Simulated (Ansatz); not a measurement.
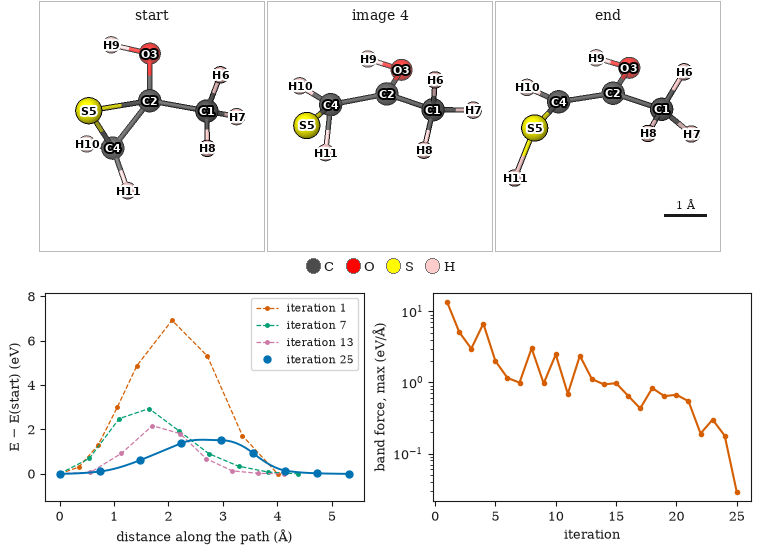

A search for the minimum-energy path of C3H6OS by the nudged elastic band. Images are numbered from 0 (start) to 8 (end). The plot follows the band through its iterations. Style: ball-and-stick. Shown from a free direction.

Level of theory: RKS PBE/def2-SVP in Ansatz 0.2.0. Set-up: 7 movable images; climbing image; force threshold 0.03 eV/Å; iteration limit 60; starting path through a guess of the saddle point.

How did the profile develop, and is the result final?

Answer. The result is final at these settings. The band converged in 25 iterations. The largest component of the band force went from 13 to 0.029 eV/Å. The climbing image converged on the top of the path. Its vibrational analysis gives one imaginary mode (434i cm⁻¹), as a transition state must have. The first iteration put the highest image at 6.93 eV. The barrier is about 1.51 eV in both directions, with image 4 at the top; the ends have nearly the same energy.
